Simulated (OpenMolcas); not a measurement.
# Mo²⁺ among point charges: CASSCF and CASPT2 levels and susceptibility

Aim: the splitting of the states of Mo²⁺ in the field of 6 point charges, its lowest levels with spin-orbit coupling and its magnetic susceptibility.

The numbers are computed with OpenMolcas 26.06 (state-averaged CASSCF and CASPT2, spin-orbit coupling by RASSI with atomic mean-field integrals), except any that are marked as measured or tabulated.

**1. What is computed**

```
Species                           : Mo²⁺ (molybdenum, Z = 42, 40 electrons)
Basis                             : ANO-RCC-VDZP [6s5p3d1f], 43 functions
Scalar Hamiltonian                : DKH2, point nucleus
Inactive shells                   : 1s 2s 2p 3s 3p 3d 4s 4p
Active space                      : 4 electrons in 5 orbitals (4d)
Some configurations of this space : 4d4
Orbitals                          : optimised for each spin and parity, averaged over all roots
```

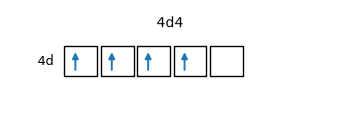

Outer shells as boxes.

The ion sits among 6 point charges of -0.85 e arranged as an octahedron (Oh), 2.22 Å from the ion.

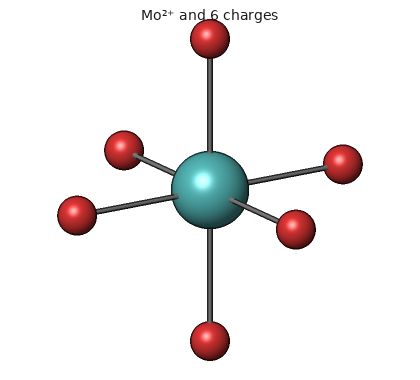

The ion and the point charges (red).

The work runs as a chain of OpenMolcas steps in one folder; each step below is one input file. Labels, J, g values, rates, χT and fits are worked out afterwards by a script from the matrices that RASSI stores. The input lists half of the charges; inversion (Group=XYZ) makes the rest.

**2. One- and two-electron integrals**

The input, a.inp:

```
&GATEWAY
Coord
1

Mo 0.0 0.0 0.0
Basis=ANO-RCC-VDZP
Group=XYZ
NoMove
AngMom=0.0 0.0 0.0
AMFI
XField
3 Angstrom 0
2.220000 0.000000 0.000000 -0.850000
0.000000 2.220000 0.000000 -0.850000
0.000000 0.000000 2.220000 -0.850000
&SEWARD
```

Launch:

```bash
$ OMP_NUM_THREADS=1 MOLCAS_MEM=1689 MOLCAS_PROJECT=a pymolcas a.inp > a.log
```

**3. Reference wave functions, quintets of even parity, 5 roots**

The input, a.inp:

```
&RASSCF
FileOrb=start.orb
Symmetry=1
Spin=5
nActEl=4 0 0
Inactive=9 9
Ras2=5 0
CIRoot=5 5 1
SDav=5
CIMx=300
Iter=120 100
PrWF=0.3
OrbListing=Nothing
MaxOrb=0
>>> COPY $Project.JobIph JOB001
```

start.orb holds the contracted functions of the basis, ordered by shell, or the orbitals of the step before.

**4. Reference wave functions, triplets of even parity, 45 roots**

The input, a.inp:

```
&RASSCF
FileOrb=start.orb
Symmetry=1
Spin=3
nActEl=4 0 0
Inactive=9 9
Ras2=5 0
CIRoot=45 45 1
SDav=45
CIMx=300
Iter=120 100
PrWF=0.3
OrbListing=Nothing
MaxOrb=0
>>> COPY $Project.JobIph JOB002
```

**5. Reference wave functions, singlets of even parity, 50 roots**

The input, a.inp:

```
&RASSCF
FileOrb=start.orb
Symmetry=1
Spin=1
nActEl=4 0 0
Inactive=9 9
Ras2=5 0
CIRoot=50 50 1
SDav=50
CIMx=300
Iter=120 100
PrWF=0.3
OrbListing=Nothing
MaxOrb=0
>>> COPY $Project.JobIph JOB003
```

**6. State interaction with spin-orbit coupling**

The input, a.inp:

```
&RASSI
NrOfJobIphs=3 5 45 50
1 2 3 4 5
1 2 3 4 5 6 7 8 9 10 11 12 13 14 15 16 17 18 19 20 21 22 23 24 25 26 27
28 29 30 31 32 33 34 35 36 37 38 39 40 41 42 43 44 45
1 2 3 4 5 6 7 8 9 10 11 12 13 14 15 16 17 18 19 20 21 22 23 24 25 26 27
28 29 30 31 32 33 34 35 36 37 38 39 40 41 42 43 44 45 46 47 48 49 50
IphNames
JOB001
JOB002
JOB003
EJob
SpinOrbit
DIPRint=1.0
SOCoupling=1000.0
Subsets=2
Property=9
'ANGMOM' 1 'ANGMOM' 2 'ANGMOM' 3 'MLTPL  1' 1 'MLTPL  1' 2 'MLTPL  1' 3
'AMFI' 1 'AMFI' 2 'AMFI' 3
SOProperty=3
'ANGMOM' 1 'ANGMOM' 2 'ANGMOM' 3
```

**7. CASPT2: IPEA 0.25, imaginary shift 0.1 (closed shells correlated: 4s 4p)**

The input, a.inp:

```
>>> COPY JOB001 $Project.JobIph
&CASPT2
Multistate=5 1 2 3 4 5
NoMult
Frozen=8 6
IPEA=0.25
Imaginary=0.1
MaxIter=60
WThr=0.0 0.3 0.05
PrWF=0.5
NoMix
>>> COPY JOB002 $Project.JobIph
&CASPT2
Multistate=45 1 2 3 4 5 6 7 8 9 10 11 12 13 14 15 16 17 18 19 20 21 22
23 24 25 26 27 28 29 30 31 32 33 34 35 36 37 38 39 40 41 42 43 44 45
NoMult
Frozen=8 6
IPEA=0.25
Imaginary=0.1
MaxIter=60
WThr=0.0 0.3 0.05
PrWF=0.5
NoMix
>>> COPY JOB003 $Project.JobIph
&CASPT2
Multistate=50 1 2 3 4 5 6 7 8 9 10 11 12 13 14 15 16 17 18 19 20 21 22
23 24 25 26 27 28 29 30 31 32 33 34 35 36 37 38 39 40 41 42 43 44 45 46
47 48 49 50
NoMult
Frozen=8 6
IPEA=0.25
Imaginary=0.1
MaxIter=60
WThr=0.0 0.3 0.05
PrWF=0.5
NoMix
```

(Steps that only read results are left out.)

What does the calculation give? Wanted: spin-free ground state; first state of the same spin within the active space; lowest level; next level.

**Answer**, as computed:

| quantity | value |
| --- | --- |
| method | SS-CASPT2, IPEA 0.25, imaginary shift 0.1 (closed shells correlated: 4s 4p) |
| spin-free ground state | 5E, 2-fold in its orbital part |
| first state of the same spin within the active space | 5T2 at 5450 cm⁻¹ |
| lowest level | 1-fold A1 |
| next level | 86.7 cm⁻¹ |
| χT at 300 K | 2.54 cm³ K/mol |
| effective moment at 300 K | 4.51 μB |

Cost by method:

| method | time of its own steps | time with the reference |
| --- | --- | --- |
| A. CASSCF | 23 s | 23 s |
| B. SS-CASPT2, IPEA 0.25, imaginary shift 0.1, +4s 4p | 7.1 s | 30 s |

Times are of one thread on a shared host.

The spin-free ground state (5E) comes to 100 % from free-ion D terms and keeps the highest spin of the shell. χT at 300 K is 2.54, against 3.01 cm³ K/mol for the spin alone, so spin-orbit coupling lowers it. An active space of the d shell alone favours high spin; real ions in strong fields can be low spin. A ligand-field fit to the states below 45000 cm-1 gives 10Dq = 5410 cm-1, B = 608 cm-1 and C = 2628 cm-1 (C/B = 4.32), with a deviation of 480 cm-1. CASPT2 does not keep the components of a term degenerate, and the means are used. An orbital doublet at a regular site is open to a Jahn-Teller distortion, which this geometry leaves out. The field of point charges can differ much from that of real complexes. With metal d orbitals alone active, the gaps between spin states are rough; where two lie within a few thousand cm-1, their order is open. Point charges carry no covalency, so the field is a model and not that of real ligands.
